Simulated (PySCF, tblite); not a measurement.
# C4H12O2Si2: geometry, infrared bands and NMR shifts

Wanted: the infrared bands and NMR shifts of C4H12O2Si2 (`CCC(=O)CO[SiH2][SiH3]`), by calculation.

Programs: tblite 0.8.0 and PySCF 2.14.0, with density-fitted response routines of our own. Each step states its level of theory. These are calculated values for one molecule in the gas phase, unless marked as measured. Atoms count from 0, in the outputs and in this text.

## 1. Starting geometry

20 atoms, charge 0, multiplicity 1; geometry from: force field or distance geometry start.

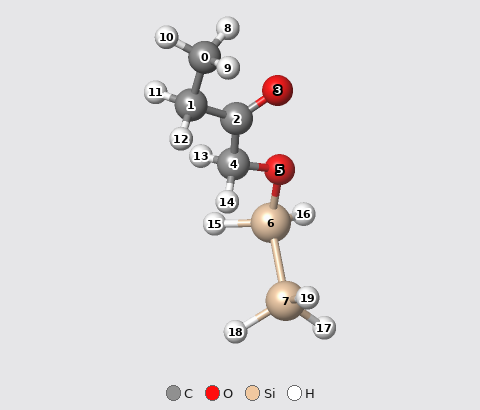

As it starts; carbon grey, oxygen red, silicon light orange, hydrogen white, atoms numbered; sticks join atoms by distance.

## 2. Relaxing the molecule with GFN2-xTB

Job settings and geometry (Å):

```
{"job": {"kind": "relax", "xc": "GFN2-xTB", "basis": "xTB"}, "charge": 0, "multiplicity": 1}
C     -3.627500    -0.110400     0.726300
C     -2.243800    -0.707800     0.818300
C     -1.327700    -0.067100    -0.184100
O     -1.791500     0.825400    -0.940700
C      0.091400    -0.470900    -0.298600
O      0.770300     0.235800    -1.300300
Si     2.380800    -0.323200    -1.323300
Si     3.706800     0.586000     0.216700
H     -3.884200     0.085600    -0.341800
H     -3.715300     0.839100     1.280100
H     -4.345100    -0.894100     1.074400
H     -2.380500    -1.805400     0.579500
H     -1.857600    -0.569400     1.859200
H      0.123800    -1.542000    -0.593000
H      0.653300    -0.304800     0.636800
H      2.387200    -1.792800    -1.059500
H      2.892000    -0.137000    -2.693300
H      4.874300     1.108700    -0.535000
H      4.194200    -0.506400     1.105900
H      3.093800     1.677300     0.969200
```

Command:

```bash
OMP_NUM_THREADS=1 python probes_run.py task.json out
```

This one command runs all jobs of the session in turn.

**Question.** This job is followed by: GFN2-xTB harmonic vibrations, gas phase; GIAO PBE0/pcSseg-1 NMR shielding, non-relativistic, gas phase. Predict these results of the whole session: strongest single infrared mode (GFN2-xTB); zero-point energy (GFN2-xTB); ¹³C shifts against TMS (PBE0/pcSseg-1); ¹H shifts against TMS (PBE0/pcSseg-1, means over atoms taken as alike); ¹⁷O shifts against H2O (PBE0/pcSseg-1); ²⁹Si shifts against TMS (PBE0/pcSseg-1).

The runs gave:

```
                                                              quantity                             value
                             strongest single infrared mode (GFN2-xTB)              754 cm⁻¹, 726 km/mol
                                          zero-point energy (GFN2-xTB)                     91.5 kcal/mol
                                ¹³C shifts against TMS (PBE0/pcSseg-1)        221.9, 71.6, 34.5, 8.5 ppm
¹H shifts against TMS (PBE0/pcSseg-1, means over atoms taken as alike)  5.53, 4.62, 3.27, 2.29, 1.19 ppm
                                ¹⁷O shifts against H2O (PBE0/pcSseg-1)                   599.5, -7.2 ppm
                               ²⁹Si shifts against TMS (PBE0/pcSseg-1)                 -29.0, -122.8 ppm
```

**Reading.** Relaxing lowered the energy by 1.166 eV in 256 steps; the close pair that moved most is Si6–Si7, from 2.226 to 2.300 Å. All 54 modes are real, so the xTB geometry is a minimum. Unscaled tight-binding wavenumbers are off by several per cent, some by more. Its intensities can rank the bands wrongly. The most deshielded carbon is C2 (ketone carbonyl carbon), at 221.9 ppm: the double bond to the heteroatom, with no lone-pair donor beside it, deshields it most. At PBE0/pcSseg-1: Shielding is most anisotropic at O3 (span 1170 ppm, paramagnetic term -671 ppm).
